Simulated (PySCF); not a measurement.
SMILES C[N](C)[Sn]([GeH3])([GeH3])[GeH3] (C2H15Ge3NSn), GFN2-xTB optimised geometry. Atoms within 1.6 Å of the plane z = 0.0 Å (x, y, z in Å): C3 (1.96, -2.15, 1.12), Ge5 (-2.12, -1.08, 1.35), Ge7 (1.22, 1.44, 0.00), H11 (1.19, -2.89, 0.84), H12 (2.15, -1.49, 0.27), H13 (2.88, -2.70, 1.34), H15 (-2.71, -0.72, 0.01), H16 (-2.00, -2.58, 1.30), H20 (0.82, 2.89, 0.00), H21 (0.82, 0.95, -1.37), H22 (2.71, 1.44, 0.00).

Computed with CAM-B3LYP/def2-SVP, def2 effective core potentials past Kr (PySCF). The core electrons that the potentials of Sn replace are not part of the density. Cells within 0.4 Å of a nucleus heavier than hydrogen are left out (blank, or x).

Map of the log10 of the electron density (e/bohr³), floored at −4 on the plane z = 0.0 Å:

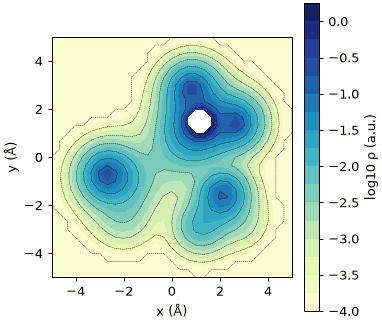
Fig. 1. Log10 of the electron density (e/bohr³), floored at −4 on the plane z = 0.0 Å.
